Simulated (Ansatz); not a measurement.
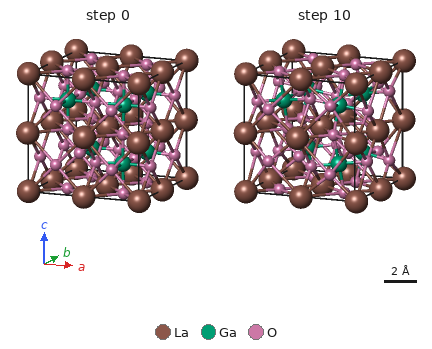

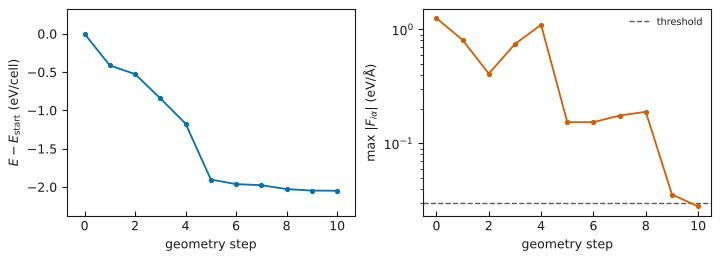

First and last geometry of a relaxation of a defect cell of composition La8Ga7O24 (cell charge +1), with the history of the run. Style: ball-and-stick. Shown: the cell of the calculation, slightly off an axis.

Computed with DFT, PBEsol, PAW, plane waves (Ansatz). Settings: plane-wave cutoff 420 eV; k-point mesh 1 × 1 × 1; mesh shifted by (0.25, 0.25, 0.25); collinear spin; atoms relaxed in a fixed cell; force threshold 0.03 eV/Å; at most 80 steps.

Read the history and describe the run.

Answer. It converged. An O atom moves most: 0.45 Å along [−3 −2 0]. By element the largest moves are O 0.45 Å, La 0.30 Å, Ga 0.06 Å. The cell doesn't change. Some distances before and after: La–O 2.704 → 3.342 Å, La–O 2.724 → 3.348 Å, La–O 2.757 → 3.339 Å, La–O 2.770 → 3.320 Å. Bond angles that change, for instance: Ga–O–Ga 179.6° → 153.4°, Ga–O–Ga 177.2° → 152.3°, Ga–O–Ga 178.9° → 155.0°. Over 10 geometry steps the energy falls by 2.048 eV per cell of the calculation. Largest force component: 1.3 eV/Å at the start, 0.028 eV/Å at the end. The program noted that the starting moments weren't kept.

```csv
step,"E − E(0), meV/atom","largest force component, eV/Å"
0,0.00,1.2562
1,-10.59,0.8085
2,-13.47,0.4096
3,-21.60,0.7447
4,-30.07,1.0987
5,-48.78,0.1535
6,-50.31,0.1536
7,-50.66,0.1757
8,-51.96,0.1894
9,-52.47,0.0356
10,-52.52,0.0280
```

Limits of the set-up: the periodic images lie only 7.7 Å apart, so the values are limited by the cell's size; the cell is charged, on a uniform background, and energies carry no finite-size correction.
